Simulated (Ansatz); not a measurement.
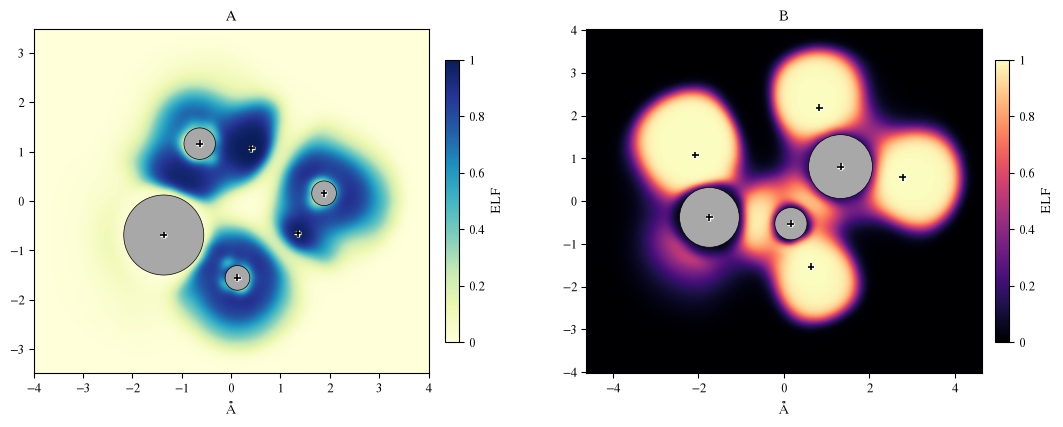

The ELF of 2 systems, each on a plane through atoms (crosses mark nuclei in the plane; grey discs cover the cores).

The calculation used RKS PBE-D4/def2-SVP (Ansatz 0.2.0).

System 1: AlF3H3N···HF, the plane of atoms Al1, N2 and H7. 

```yaml
atoms:
  - { symbol: Al, position_ang: [-1.0013, 0.2479, -0.6680] }
  - { symbol: N, position_ang: [0.4252, -0.9626, 0.0063] }
  - { symbol: F, position_ang: [-0.7503, 0.2989, -2.3252] }
  - { symbol: F, position_ang: [-2.4197, -0.4091, -0.0606] }
  - { symbol: H, position_ang: [0.7049, 1.5176, 1.0121] }
  - { symbol: F, position_ang: [-0.5188, 1.6966, 0.1403] }
  - { symbol: H, position_ang: [1.0260, -0.3809, 0.6454] }
  - { symbol: F, position_ang: [1.4617, 1.0862, 1.4504] }
  - { symbol: H, position_ang: [1.0197, -1.3376, -0.7466] }
  - { symbol: H, position_ang: [0.0525, -1.7569, 0.5459] }
```

System 2: CH6AsSi (charge +1), the plane of atoms C2, Si1 and H6. 

```yaml
atoms:
  - { symbol: Si, position_ang: [-0.5528, 1.1342, -0.8495] }
  - { symbol: C, position_ang: [0.2477, -0.5303, -0.3546] }
  - { symbol: As, position_ang: [0.7402, -1.0189, 1.2778] }
  - { symbol: H, position_ang: [-1.8086, 0.7071, -1.5521] }
  - { symbol: H, position_ang: [0.4171, 1.8019, -1.7748] }
  - { symbol: H, position_ang: [-0.8094, 1.8954, 0.4122] }
  - { symbol: H, position_ang: [0.5850, -1.2304, -1.1464] }
  - { symbol: H, position_ang: [1.0787, -2.4642, 1.5519] }
  - { symbol: H, position_ang: [0.1021, -0.2947, 2.4355] }
```

Question: Match each panel to its system.

Answer: Panel A is system 1, AlF3H3N···HF: the plane holds Al, N, H and F. F6···H5 (1.51 Å): the ELF dips to about 0.20 between them; by its geometry a hydrogen bond between the two molecules, with no shared pair. Panel B is system 2, CH6AsSi: the plane holds Si, C, As and H. C–As (1.77 Å): the ELF peaks at about 0.85 between the atoms (localised, covalent bonding).
